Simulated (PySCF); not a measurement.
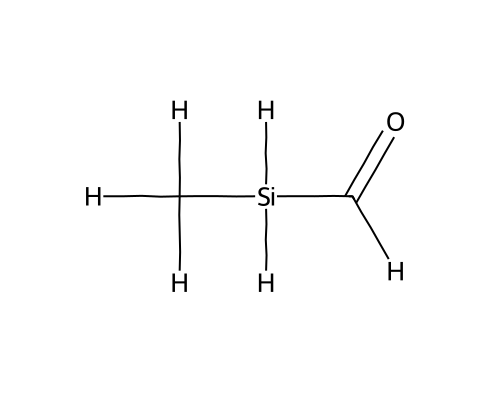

The drawing above gives the connectivity. The computed structure is the end point of a PBE0-D3(BJ)/def2-SVP optimisation. No frequency run is at hand to confirm it as a minimum.

What does the molecule look like in three dimensions?

The molecule is C₂H₆OSi. As SMILES it reads `C[SiH2]C=O`. It has no ring. Among its groups: Si–H bond. Coordination: 1 C tetrahedral; 1 Si tetrahedral; 1 C trigonal planar.

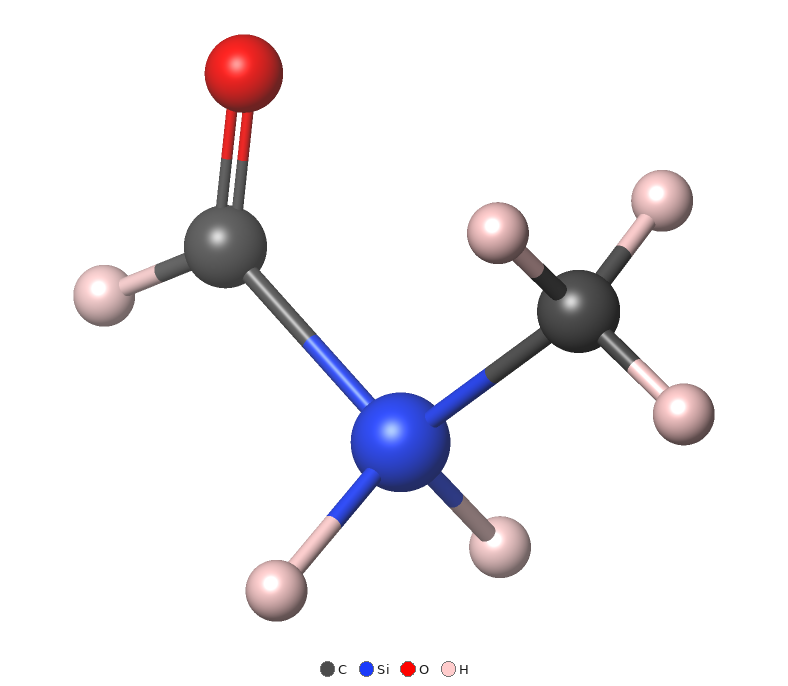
